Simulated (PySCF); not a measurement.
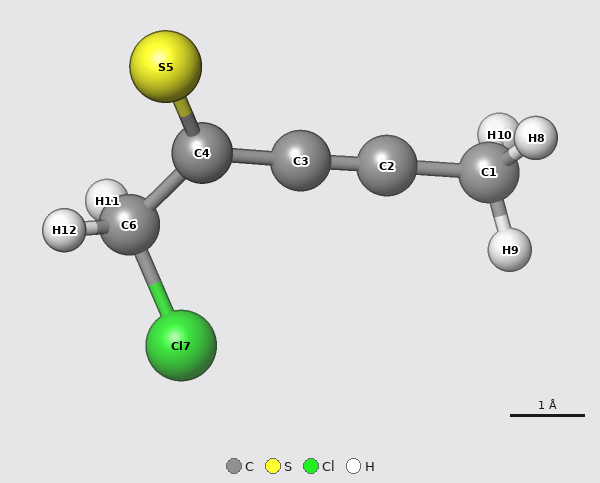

Fig. 1: The structure (ball-and-stick view, seen at a tilt; atoms are numbered from 1 in the order of the input). Bond lengths as drawn: C–C 1.21 to 1.50 Å, C–Cl 1.79 Å, C–H 1.09 Å and C–S 1.64 Å.

## Two runs on C₅H₅ClS

System: C₅H₅ClS, SMILES CC#CC(=S)CCl.
Method of run A: GIAO PBE0/pcSseg-1 NMR shielding, non-relativistic, gas phase (PySCF 2.14.0).

The geometry comes from this level: GFN2-xTB. Text and figures count atoms from 1; the logs count them from 0 in places.

### Input file, run A
```
{"job": {"kind": "nmr", "xc": "PBE0", "basis": "pcSseg-1"}, "charge": 0, "multiplicity": 1}
C      2.445836     0.283999     0.971261
C      1.187472     0.380379     0.285291
C      0.123434     0.440071    -0.285275
C     -1.092289     0.562911    -0.955840
S     -1.304099     1.652998    -2.159457
C     -2.204323    -0.363214    -0.575582
Cl    -2.240778    -0.670781     1.185797
H      2.991505     1.223279     0.887929
H      2.279870     0.051039     2.022907
H      3.042523    -0.512460     0.525523
H     -2.058873    -1.334053    -1.057824
H     -3.169080     0.049867    -0.870757
```

The first line tells a small driver script what to run in PySCF; the rest is the geometry in Å.

Command:
```bash
OMP_NUM_THREADS=1 python <driver script> task.json out
```

Hardware: 1 CPU thread, shared host.

### Output (run A)
```
coarse grid: 11784 points
cycle   1  E = -1051.1720908964  dE =  9.755e-01  |g| = 4.039e-01  |ddm| = 3.820e+00
cycle   2  E = -1051.1113280646  dE =  6.076e-02  |g| = 6.423e-01  |ddm| = 1.410e+00
cycle   3  E = -1051.2134031444  dE = -1.021e-01  |g| = 1.425e-01  |ddm| = 1.045e+00
cycle   4  E = -1051.2184553167  dE = -5.052e-03  |g| = 5.622e-02  |ddm| = 2.619e-01
cycle   5  E = -1051.2192206188  dE = -7.653e-04  |g| = 1.992e-02  |ddm| = 7.676e-02
cycle   6  E = -1051.2192990486  dE = -7.843e-05  |g| = 8.005e-03  |ddm| = 2.472e-02
cycle   7  E = -1051.2193175850  dE = -1.854e-05  |g| = 2.140e-03  |ddm| = 1.168e-02
cycle   8  E = -1051.2193187771  dE = -1.192e-06  |g| = 4.053e-04  |ddm| = 2.684e-03
final grid: 106392 points
cycle   9  E = -1051.2634178900  dE = -1.613e-05  |g| = 9.725e-03  |ddm| = 6.849e-02
cycle  10  E = -1051.2633469242  dE =  7.097e-05  |g| = 1.796e-02  |ddm| = 3.546e-02
cycle  11  E = -1051.2634416789  dE = -9.475e-05  |g| = 2.386e-03  |ddm| = 2.775e-02
cycle  12  E = -1051.2634431409  dE = -1.462e-06  |g| = 4.790e-04  |ddm| = 3.158e-03
cycle  13  E = -1051.2634431802  dE = -3.930e-08  |g| = 2.723e-04  |ddm| = 5.680e-04
cycle  14  E = -1051.2634431981  dE = -1.798e-08  |g| = 4.256e-05  |ddm| = 2.373e-04
cycle  15  E = -1051.2634431985  dE = -3.554e-10  |g| = 1.849e-05  |ddm| = 7.289e-05
converged SCF energy = -1051.2634431985

GIAO shielding tensors (ppm)
atom      isotropic    diamagn.    paramagn.     s11        s22        s33       span
  0 C      179.548     254.417     -74.869    172.801    174.695    191.149     18.348
  1 C       60.401     265.468    -205.066     -3.250     25.501    158.953    162.203
  2 C       92.619     251.086    -158.467      0.448      8.190    269.220    268.772
  3 C      -50.863     261.054    -311.917   -218.271    -67.975    133.656    351.927
  4 S     -622.592    1055.757   -1678.349  -1982.124   -508.009    622.356   2604.480
  5 C      124.164     246.995    -122.831    105.457    122.397    144.638     39.181
  6 Cl     820.225    1146.864    -326.639    616.952    775.059   1068.664    451.712
  7 H       29.038      27.412       1.626     24.154     27.404     35.557     11.404
  8 H       29.240      29.352      -0.112     24.031     27.878     35.811     11.780
  9 H       29.236      28.840       0.396     24.647     27.130     35.931     11.284
 10 H       27.128      28.226      -1.097     22.996     26.103     32.286      9.290
 11 H       27.083      29.312      -2.229     21.074     26.823     33.352     12.279
```

For run B the input was changed thus:
```diff
-"basis": "pcSseg-1"
+"basis": "aug-cc-pVDZ"
+"pop": false
+"scf": {"conv": 1e-08
+"aux": "def2-universal-jkfit"}
```

Predict how the results change.

The total energy of run B is 59.2 kcal/mol lower, which measures the change of basis and not a stability. The dipole moment goes from 2.72 to 2.83 D. Of all shieldings, the largest change is that of S5, by +181.3 ppm. The SCF takes 10 iterations against 15. The basis functions go from 158 to 214.

### Output (run B)
```
final grid: 106392 points
cycle   1  E = -1051.3118884229  dE =  1.011e+00  |g| = 3.869e-01  |ddm| = 1.270e+01
cycle   2  E = -1051.2478227588  dE =  6.407e-02  |g| = 6.300e-01  |ddm| = 3.616e+00
cycle   3  E = -1051.3522097274  dE = -1.044e-01  |g| = 1.341e-01  |ddm| = 1.760e+00
cycle   4  E = -1051.3570944722  dE = -4.885e-03  |g| = 4.963e-02  |ddm| = 4.569e-01
cycle   5  E = -1051.3576805501  dE = -5.861e-04  |g| = 2.020e-02  |ddm| = 1.651e-01
cycle   6  E = -1051.3577664876  dE = -8.594e-05  |g| = 7.845e-03  |ddm| = 6.058e-02
cycle   7  E = -1051.3577852169  dE = -1.873e-05  |g| = 1.593e-03  |ddm| = 2.214e-02
cycle   8  E = -1051.3577859532  dE = -7.362e-07  |g| = 3.350e-04  |ddm| = 5.453e-03
cycle   9  E = -1051.3577859846  dE = -3.147e-08  |g| = 1.091e-04  |ddm| = 1.488e-03
cycle  10  E = -1051.3577859882  dE = -3.606e-09  |g| = 3.766e-05  |ddm| = 4.917e-04
converged SCF energy = -1051.3577859882

GIAO shielding tensors (ppm)
atom      isotropic    diamagn.    paramagn.     s11        s22        s33       span
  0 C      190.165     256.075     -65.911    183.621    185.614    201.259     17.638
  1 C       80.057     254.119    -174.062     23.634     51.863    164.676    141.042
  2 C      111.618     279.147    -167.529     30.210     35.219    269.424    239.213
  3 C      -30.840     199.883    -230.723   -191.069    -47.088    145.636    336.705
  4 S     -441.270    1065.536   -1506.807  -1624.570   -352.016    652.776   2277.346
  5 C      136.836     259.408    -122.572    116.979    137.062    156.467     39.488
  6 Cl     841.669    1145.728    -304.059    661.608    794.140   1069.259    407.651
  7 H       29.143      23.737       5.406     24.503     27.614     35.312     10.809
  8 H       29.352      29.722      -0.370     24.370     28.023     35.662     11.291
  9 H       29.347      27.779       1.568     25.027     27.280     35.735     10.708
 10 H       26.972      32.327      -5.356     22.653     26.093     32.168      9.515
 11 H       26.863      28.153      -1.290     21.181     26.443     32.965     11.784
```

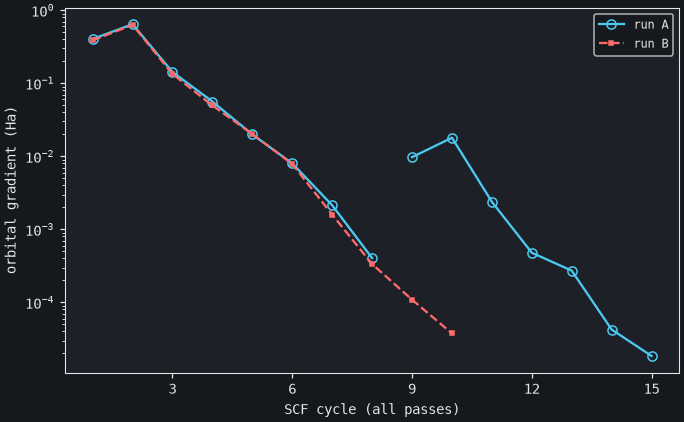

Fig. 2: Convergence of the two runs: orbital gradient against the SCF cycle. A break in a curve parts two SCF passes (coarse and final grid). Run A takes 15 cycles in all, and run B takes 10.

### The two runs side by side

```csv
quantity,run A,run B
outcome,converged,converged
total energy (hartree),−1051.263443,−1051.357786
HOMO (eV),−6.70,−6.68
LUMO (eV),−2.90,−2.90
dipole moment (D),2.72,2.83
shielding of C1 (ppm),179.5,190.2
shielding of C2 (ppm),60.4,80.1
shielding of C3 (ppm),92.6,111.6
shielding of C4 (ppm),−50.9,−30.8
shielding of S5 (ppm),−622.6,−441.3
shielding of C6 (ppm),124.2,136.8
shielding of Cl7 (ppm),820.2,841.7
SCF iterations,15,10
basis functions,158,214
wall time (shared host),42 s,40 s
```
